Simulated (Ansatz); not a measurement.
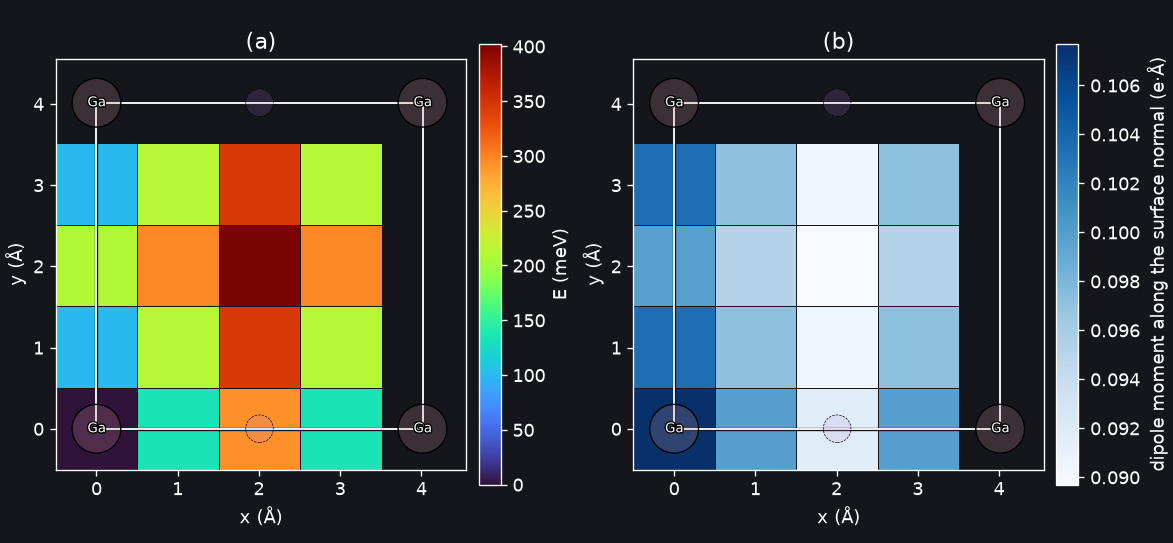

Cu on a GaAs(100) slab cut from the F-43m phase, its upper half relaxed before the scan (4 atoms of substrate and one adsorbate in a 1 × 1 cell). Cu is moved over the surface cell at a fixed height above a rigid substrate; the origin of the map has the adsorbate above Ga4; the height is held at 3.40 Å. Places are given modulo a cell vector. The map is drawn in real space over the plane of the surface. The scan uses a 4 × 4 grid; 9 points were computed and 7 follow by symmetry. Energies are in meV, from the lowest grid point. With one adsorbate in each 1 × 1 cell, its nearest image is 4.0 Å away, so neighbouring adsorbates interact. At a fixed height the lowest place need not be the adsorption site. Theory: DFT PBE+D3(BJ), scalar-relativistic, plane waves, PAW in Ansatz 0.2.0. Settings: cutoff 420 eV, k-mesh 7×7×1, gaussian smearing 0.05 eV, spin-polarised.

Panel (a) is the energy and panel (b) the computed dipole moment along the surface normal on the same grid.

In the figure: one coloured cell a grid point, labelled circles for the atoms of the top layer and small ones for the second layer, the outline of one cell of the plane.

How does the dipole moment along the surface normal vary over the map, and what is it at the lowest grid point?

It runs from 0.09 e·Å at a fourfold hollow over a third-layer Ga atom, (2/4, 2/4) of the cell vectors to 0.11 e·Å at the top site over a surface Ga atom, (0/4, 0/4) of the cell vectors. At the lowest grid point, the top site over a surface Ga atom, (0/4, 0/4) of the cell vectors, it is 0.11 e·Å.

PAW datasets: the set soft_1.
